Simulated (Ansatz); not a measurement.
## Geometry relaxation of O₃ (charge +1)

- system: O₃, charge +1, multiplicity 2, SMILES [O][O+]=O
- method: UKS PBE-D4/def2-SVP (Ansatz 0.2.0)

The geometry comes from this level: GFN2-xTB.

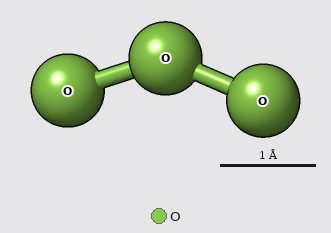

The structure as given in the input (ball-and-stick view, seen at a tilt).

**Results in brief**

| quantity | value |
| --- | --- |
| outcome | converged |
| total energy | −6111.7943 eV |
| mean-field energy | −6111.7778 eV |
| ⟨S²⟩ | 0.752 |
| SCF solution under orbital rotations | stable |
| largest force (length of the vector) at the end | 0.001 eV/Å |
| hardware | 4 threads of Intel Xeon @ 2.50GHz (Skylake/Cascade Lake), 189 GiB of memory available, shared host |
| wall time | 4 s (CPU time 11 s) |
| peak memory | 0.11 GiB |

**Input**
```yaml
crystal:
  periodic: [false, false, false]
  atoms:
    - { symbol: O, position_ang: [1.10203, -0.10302, -0.00368] }
    - { symbol: O, position_ang: [-0.00686, 0.26331, -0.00231] }
    - { symbol: O, position_ang: [-1.09516, -0.1603, 0.006] }
magnetization:
  spin_polarized: true
  initial_magnetization: 1
total_charge: 1
basis:
  gaussian: { orbitals: def2-SVP }
hamiltonian:
  xc: pbe
  dispersion: d4
relax:
  f_tol: 0.03
  max_steps: 200
```

Launched with:
```bash
ansatz run input.yaml --threads 4 --pin off --max-ram 10240MiB --backend cpu --events-out ev --progress --plain --runs-dir out
```

**The program's output**
```
The last accepted step is kept in [file] (removed where the run ends without a failure and the disk answers)
Engine: ansatz 0.2.0, x86_64-unknown-linux-gnu
Functional definition: PBE
  parameter kappa = 0.804
  parameter beta = 0.06672455060314922
  exchange = pbe_x(kappa = kappa, mu = beta*pi^2/3)
  correlation = pbe_c(beta = beta)
429 factors; their error is unknown
mean field evaluation 1: about -6109.2536 eV, gradient 2.5e1 eV
mean field evaluation 2: about -6108.1702 eV, gradient 3.2e1 eV
mean field evaluation 4: about -6111.5475 eV, gradient 6.9e-1 eV
mean field evaluation 8: about -6111.5383 eV, gradient 3.7e-2 eV
mean field evaluation 16: about -6109.5707 eV, gradient 5.9e0 eV
mean field -6111.53835003 eV, -224.5948918142 hartree, gradient 4.3e-5 eV, S^2 0.751452; 0 other end points of the search recorded, 0 dependent functions left out
the calculation of the forces begins
reference -6111.53836104 eV, -224.5948922186 hartree; 12, 11 occupied and 30, 31 virtual orbitals, 429 factors
relax step   1: F+E_penalty+E_count = -6111.55484603 eV  Δ(F+E_penalty+E_count) = +0.000e0 eV  max|allowed force component| = 3.749e0 eV/Å  Δτ_max = 0.0000 Å  (31 SCF iters, accepted)
these checks for a lower state are left out or cut short: starts, cluster_reference, orbital_swaps, neighbouring_geometries, increment
429 factors; their error is unknown
mean field -6111.73215543 eV, -224.6020140311 hartree, gradient 7.8e-5 eV, S^2 0.751745; 0 other end points of the search recorded, 0 dependent functions left out
the calculation of the forces begins
reference -6111.73216653 eV, -224.6020144392 hartree; 12, 11 occupied and 30, 31 virtual orbitals, 429 factors
relax step   2: F+E_penalty+E_count = -6111.74860223 eV  Δ(F+E_penalty+E_count) = -1.938e-1 eV  max|allowed force component| = 1.666e0 eV/Å  Δτ_max = 0.0295 Å  (32 SCF iters, accepted)
these checks for a lower state are left out or cut short: starts, cluster_reference, orbital_swaps, neighbouring_geometries, increment
429 factors; their error is unknown
mean field evaluation 32: about -6111.7476 eV, gradient 1.3e-5 eV
mean field -6111.74763403 eV, -224.6025828592 hartree, gradient 1.3e-5 eV, S^2 0.751955; 0 other end points of the search recorded, 0 dependent functions left out
the calculation of the forces begins
reference -6111.74764522 eV, -224.6025832706 hartree; 12, 11 occupied and 30, 31 virtual orbitals, 429 factors
relax step   3: F+E_penalty+E_count = -6111.76411643 eV  Δ(F+E_penalty+E_count) = -1.551e-2 eV  max|allowed force component| = 1.276e0 eV/Å  Δτ_max = 0.0464 Å  (37 SCF iters, accepted)
these checks for a lower state are left out or cut short: starts, cluster_reference, orbital_swaps, neighbouring_geometries, increment
429 factors; their error is unknown
mean field -6111.77721072 eV, -224.6036697827 hartree, gradient 6.6e-6 eV, S^2 0.752026; 0 other end points of the search recorded, 0 dependent functions left out
the calculation of the forces begins
reference -6111.77722194 eV, -224.6036701949 hartree; 12, 11 occupied and 30, 31 virtual orbitals, 429 factors
relax step   4: F+E_penalty+E_count = -6111.79365166 eV  Δ(F+E_penalty+E_count) = -2.954e-2 eV  max|allowed force component| = 1.845e-1 eV/Å  Δτ_max = 0.0258 Å  (35 SCF iters, accepted)
these checks for a lower state are left out or cut short: starts, cluster_reference, orbital_swaps, neighbouring_geometries, increment
429 factors; their error is unknown
mean field -6111.77782495 eV, -224.6036923550 hartree, gradient 1.5e-5 eV, S^2 0.752070; 0 other end points of the search recorded, 0 dependent functions left out
the calculation of the forces begins
reference -6111.77783618 eV, -224.6036927676 hartree; 12, 11 occupied and 30, 31 virtual orbitals, 429 factors
relax step   5: F+E_penalty+E_count = -6111.79426352 eV  Δ(F+E_penalty+E_count) = -6.119e-4 eV  max|allowed force component| = 8.934e-4 eV/Å  Δτ_max = 0.0032 Å  (33 SCF iters, accepted)
429 factors; their error is unknown
mean field evaluation 64: about -6111.7778 eV, gradient 4.2e-2 eV
```

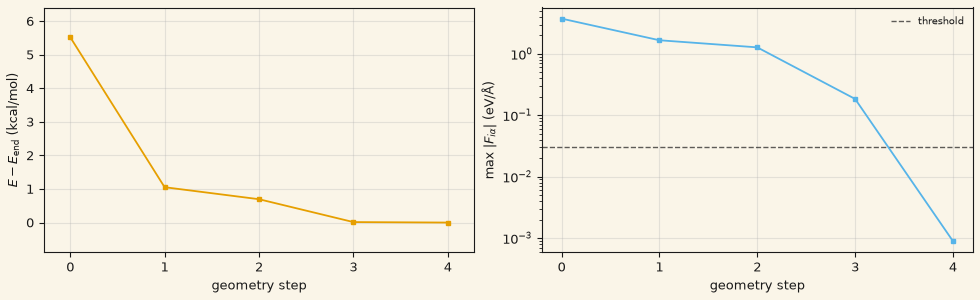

Progress of the relaxation, step by step (the first geometry is step 0 here and step 1 in the log).

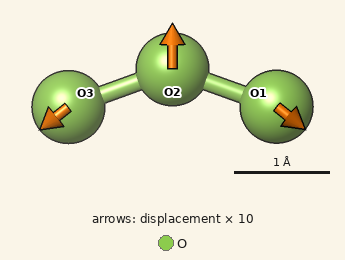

The starting structure with the displacements as orange arrows, magnified 10 times (ball-and-stick view, seen on its broad side). The two geometries are laid on each other by the best rigid fit. The atom that moves furthest after the best rigid fit is O2 (0.050 Å). Distances before and after: O1–O2 1.168 → 1.224 Å. Among the angles that change: O1–O2–O3 140.4° → 134.8°. After 4 geometry steps the energy has fallen by 5.52 kcal/mol. The largest force component goes from 3.7 to 0.00089 eV/Å. (Atoms are counted from 1 in the order of the input.)

```
mean field -6111.77782495 eV, -224.6036923550 hartree, gradient 1.5e-5 eV, S^2 0.752070; 4 other end points of the search recorded, 0 dependent functions left out
the calculation of the forces begins
reference -6111.77783618 eV, -224.6036927676 hartree; 12, 11 occupied and 30, 31 virtual orbitals, 429 factors
Total energy: -6111.79427475 eV, -224.6042968740 hartree
Atom 0 at     1.134296    -0.127193    -0.003600 Å, force     0.000462    -0.000447     0.000002 eV/Å
Atom 1 at    -0.008175     0.313299    -0.002749 Å, force    -0.000079     0.000893    -0.000008 eV/Å
Atom 2 at    -1.126111    -0.186117     0.006359 Å, force    -0.000383    -0.000446     0.000006 eV/Å
Dipole moment:     0.000068    -0.002587     0.000023 e Å
```

**Trajectory as extended XYZ (Å, eV, eV/Å), 5 frames, from step=1 to step=5**
```
3
Properties=species:S:1:pos:R:3:forces:R:3 step=1 energy=-6111.55485
O     1.1020   -0.1030   -0.0037    3.7490  -1.7212  -0.0003
O    -0.0069    0.2633   -0.0023   -0.0969   3.6346  -0.0319
O    -1.0952   -0.1603    0.0060   -3.6521  -1.9134   0.0323
3
Properties=species:S:1:pos:R:3:forces:R:3 step=2 energy=-6111.74860
O     1.1306   -0.1103   -0.0037    1.0537  -0.8062   0.0028
O    -0.0073    0.2794   -0.0025   -0.0441   1.6658  -0.0146
O    -1.1233   -0.1691    0.0062   -1.0096  -0.8597   0.0119
3
Properties=species:S:1:pos:R:3:forces:R:3 step=3 energy=-6111.76412
O     1.1088   -0.1341   -0.0034    1.2762  -0.0711  -0.0047
O    -0.0085    0.3258   -0.0029   -0.0056   0.2085  -0.0018
O    -1.1003   -0.1917    0.0063   -1.2706  -0.1374   0.0065
3
Properties=species:S:1:pos:R:3:forces:R:3 step=4 energy=-6111.79365
O     1.1331   -0.1256   -0.0036    0.1417  -0.0887   0.0002
O    -0.0081    0.3101   -0.0027   -0.0050   0.1845  -0.0016
O    -1.1250   -0.1845    0.0063   -0.1367  -0.0959   0.0014
3
Properties=species:S:1:pos:R:3:forces:R:3 step=5 energy=-6111.79426
O     1.1343   -0.1272   -0.0036    0.0005  -0.0004   0.0000
O    -0.0082    0.3133   -0.0027   -0.0001   0.0009   0.0000
O    -1.1261   -0.1861    0.0064   -0.0004  -0.0004   0.0000
```
